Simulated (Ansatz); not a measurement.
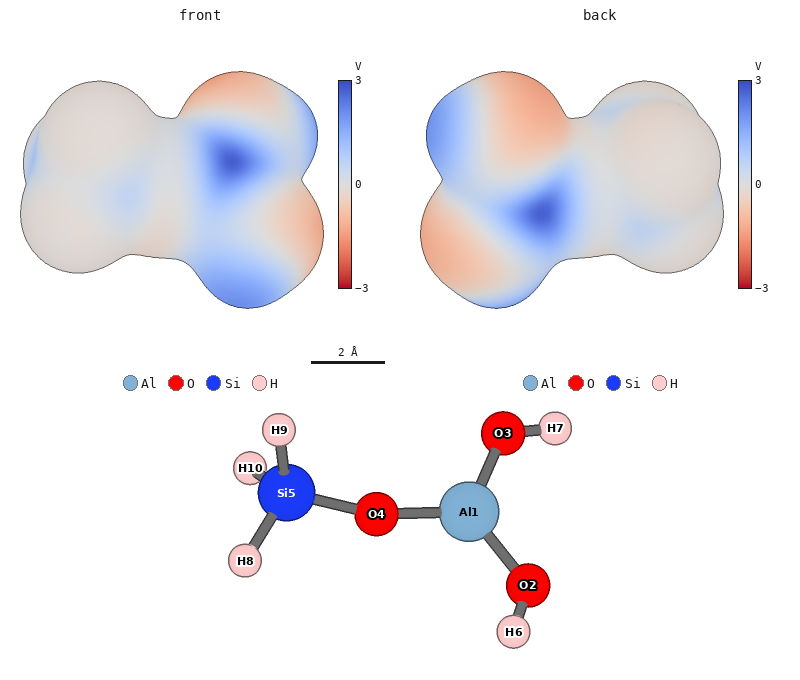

Figure. AlH₅O₃Si ((OH)2Al-O-SiH3). The molecular electrostatic potential painted on the density surface at 0.001 e/bohr³, seen from the front and from behind; red is negative and blue positive. The bare structure is drawn below in the same view.

Geometry: PBE0-D4/def2-SVP.

These are results of Ansatz, RKS PBE0-D4/def2-TZVP, not measurements.

```xyz
10

Al    0.5807   -0.5872    0.9227
O     0.1240   -2.0078    1.7235
O     2.0069    0.2022    1.3752
O    -0.3555    0.0655   -0.3224
Si   -0.9275    1.0171   -1.5358
H    -0.6652   -2.5147    1.5293
H     2.5837   -0.1150    2.0717
H    -2.1009    0.3556   -2.1842
H    -1.3684    2.3428   -1.0032
H     0.1223    1.2413   -2.5767
```

> Where is the surface potential most negative and most positive?

The most negative region (about −1.3 V, or −30 kcal/mol for a unit charge) lies over O3, the most positive (about +2.5 V, or +58 kcal/mol for a unit charge) over Al1. O3 is the likeliest acceptor of a hydrogen bond.
